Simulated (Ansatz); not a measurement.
Consider H2S···FH3Si (SMILES S.[SiH3]F).

The calculation's input:

```
crystal:
  periodic: [false, false, false]
  atoms:
    - {symbol: S, position_ang: [0.251993, -0.535139, -2.340267]}
    - {symbol: H, position_ang: [0.953860, 0.604228, -2.435533]}
    - {symbol: H, position_ang: [-0.849329, 0.115050, -1.933452]}
    - {symbol: Si, position_ang: [-0.037067, -0.062551, 1.355650]}
    - {symbol: F, position_ang: [-1.172200, 0.731989, 0.544559]}
    - {symbol: H, position_ang: [1.288782, 0.446528, 0.938400]}
    - {symbol: H, position_ang: [-0.174000, -1.508701, 1.074140]}
    - {symbol: H, position_ang: [-0.262042, 0.208597, 2.796501]}
basis:
  gaussian: {orbitals: "def2-TZVPPD.json"}
hamiltonian: {xc: pbe0, dispersion: d4}
output: {orbitals: {seedname: orbitals}}
```

Command:

```sh
ansatz run in.yaml --threads 4 --pin off --events-out ev --progress --plain --max-ram 9574MiB
```

Geometry: PBE0-D4/def2-TZVP.

The calculation used RKS PBE0-D4/def2-TZVPPD in Ansatz 0.2.0.

**What can the converged electron density and electron localisation function tell about the bonding?**

Si4···S1 (3.74 Å): the density falls to about 0.04 e/Å³ on the way; the ELF dips to about 0 between them; a weak contact between the two molecules.
Si–F (1.61 Å): ρ is about 1.2 e/Å³ halfway; the ELF peaks at about 0.85 in the valence shell of F, 0.6 Å from its nucleus, and is about 0.55 at the midpoint.
S–H (1.34 Å): ρ at the midpoint is about 1.5 e/Å³; the ELF climbs to about 1 towards the hydrogen, as it does in any bond to H.
Si–H (1.48 Å): ρ at the midpoint is about 0.82 e/Å³; the ELF climbs to about 1 towards the hydrogen.

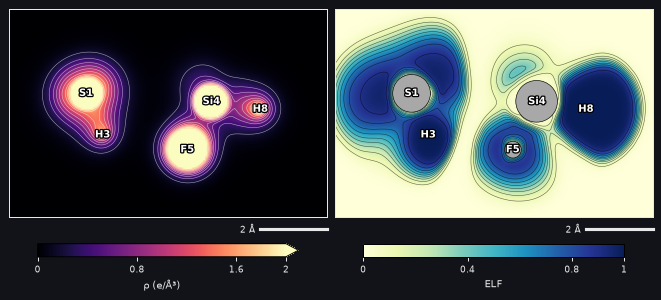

Computed electron density and electron localisation function on the plane of atoms F5, Si4 and H8, in this order. Grey discs cover the atomic cores in the ELF map. 
